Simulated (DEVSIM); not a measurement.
System: GaAs n-i-p diode, at 400 K.

```csv
layer (left to right),material,thickness (μm),Nd (cm⁻³),Na (cm⁻³),τn (s),τp (s)
1,GaAs,0.290,1.6e17,-,1.9e-9,1.9e-9
2,GaAs,48.0,-,1.4e13,1.9e-9,1.9e-9
3,GaAs,2.20,-,1.4e17,1.9e-9,1.9e-9
```

Left contact: ohmic. Right contact: ohmic. Voltage is applied to the left contact. Recombination: SRH at mid-gap, radiative. Mobility is μmin + (μ − μmin)/(1 + (N/Nref)^α).

Constants are typed, rounded textbook-type inputs, not results; the design itself was drawn at random and stands for no fabricated device. Values at 300 K; Nc and Nv go as T^1.5, mobilities as T to minus their exponent, the gap by Varshni's rule with the affinity fixed.

```csv
parameter,GaAs
gap (eV),1.424
affinity (eV),4.07
permittivity,12.9
Nc (cm⁻³),4.7e17
Nv (cm⁻³),9e18
μn (cm²/Vs),8500
μp (cm²/Vs),400
"μn,min",500
"μp,min",20
"Nref,n",6e16
"Nref,p",1.5e17
αn,0.39
αp,0.38
T exponent of μn,2.1
T exponent of μp,2.2
B (cm³/s),2e-10
Varshni α (eV/K),0.000541
Varshni β (K),204
```

Simulated with DEVSIM: 1D drift-diffusion, Boltzmann statistics, complete ionisation; no tunnelling, impact ionisation, image-force lowering or self-heating.

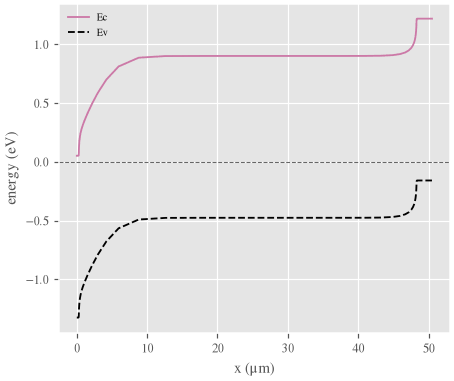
Figure. Band edges at zero bias

Energies count from the Fermi level of the right contact; mesh points crowd at the junctions.

```json
[
 {"x (μm)": "0.000", "Ec (eV)": "0.052", "Ev (eV)": "-1.325", "n (cm⁻³)": "1.6e17", "p (cm⁻³)": "280", "field (V/cm)": "≈ 0"},
 {"x (μm)": "0.04593", "Ec (eV)": "0.052", "Ev (eV)": "-1.325", "n (cm⁻³)": "1.6e17", "p (cm⁻³)": "280", "field (V/cm)": "≈ 0"},
 {"x (μm)": "0.1564", "Ec (eV)": "0.052", "Ev (eV)": "-1.325", "n (cm⁻³)": "1.6e17", "p (cm⁻³)": "280", "field (V/cm)": "≈ 0"},
 {"x (μm)": "0.2561", "Ec (eV)": "0.055", "Ev (eV)": "-1.323", "n (cm⁻³)": "1.5e17", "p (cm⁻³)": "300", "field (V/cm)": "2200"},
 {"x (μm)": "0.3085", "Ec (eV)": "0.121", "Ev (eV)": "-1.256", "n (cm⁻³)": "2.1e16", "p (cm⁻³)": "2100", "field (V/cm)": "14000"},
 {"x (μm)": "0.3992", "Ec (eV)": "0.196", "Ev (eV)": "-1.181", "n (cm⁻³)": "2.5e15", "p (cm⁻³)": "18000", "field (V/cm)": "5200"},
 {"x (μm)": "0.6832", "Ec (eV)": "0.282", "Ev (eV)": "-1.096", "n (cm⁻³)": "2.1e14", "p (cm⁻³)": "220000", "field (V/cm)": "2100"},
 {"x (μm)": "2.153", "Ec (eV)": "0.493", "Ev (eV)": "-0.884", "n (cm⁻³)": "4.4e11", "p (cm⁻³)": "1.0e8", "field (V/cm)": "1200"},
 {"x (μm)": "5.940", "Ec (eV)": "0.812", "Ev (eV)": "-0.565", "n (cm⁻³)": "4.3e7", "p (cm⁻³)": "1.0e12", "field (V/cm)": "480"},
 {"x (μm)": "18.04", "Ec (eV)": "0.901", "Ev (eV)": "-0.476", "n (cm⁻³)": "3200000", "p (cm⁻³)": "1.4e13", "field (V/cm)": "≈ 0"},
 {"x (μm)": "37.69", "Ec (eV)": "0.901", "Ev (eV)": "-0.476", "n (cm⁻³)": "3200000", "p (cm⁻³)": "1.4e13", "field (V/cm)": "≈ 0"},
 {"x (μm)": "45.96", "Ec (eV)": "0.917", "Ev (eV)": "-0.460", "n (cm⁻³)": "2000000", "p (cm⁻³)": "2.2e13", "field (V/cm)": "130"},
 {"x (μm)": "47.56", "Ec (eV)": "0.971", "Ev (eV)": "-0.407", "n (cm⁻³)": "430000", "p (cm⁻³)": "1.0e14", "field (V/cm)": "780"},
 {"x (μm)": "48.06", "Ec (eV)": "1.040", "Ev (eV)": "-0.337", "n (cm⁻³)": "57000", "p (cm⁻³)": "7.8e14", "field (V/cm)": "2600"},
 {"x (μm)": "48.26", "Ec (eV)": "1.137", "Ev (eV)": "-0.241", "n (cm⁻³)": "3500", "p (cm⁻³)": "1.3e16", "field (V/cm)": "11000"},
 {"x (μm)": "48.30", "Ec (eV)": "1.199", "Ev (eV)": "-0.178", "n (cm⁻³)": "570", "p (cm⁻³)": "7.8e16", "field (V/cm)": "14000"},
 {"x (μm)": "48.37", "Ec (eV)": "1.219", "Ev (eV)": "-0.159", "n (cm⁻³)": "320", "p (cm⁻³)": "1.4e17", "field (V/cm)": "110"},
 {"x (μm)": "48.57", "Ec (eV)": "1.219", "Ev (eV)": "-0.158", "n (cm⁻³)": "320", "p (cm⁻³)": "1.4e17", "field (V/cm)": "≈ 0"},
 {"x (μm)": "49.56", "Ec (eV)": "1.219", "Ev (eV)": "-0.158", "n (cm⁻³)": "320", "p (cm⁻³)": "1.4e17", "field (V/cm)": "≈ 0"},
 {"x (μm)": "50.19", "Ec (eV)": "1.219", "Ev (eV)": "-0.158", "n (cm⁻³)": "320", "p (cm⁻³)": "1.4e17", "field (V/cm)": "≈ 0"},
 {"x (μm)": "50.41", "Ec (eV)": "1.219", "Ev (eV)": "-0.158", "n (cm⁻³)": "320", "p (cm⁻³)": "1.4e17", "field (V/cm)": "≈ 0"},
 {"x (μm)": "50.49", "Ec (eV)": "1.219", "Ev (eV)": "-0.158", "n (cm⁻³)": "320", "p (cm⁻³)": "1.4e17", "field (V/cm)": "≈ 0"}
]
```
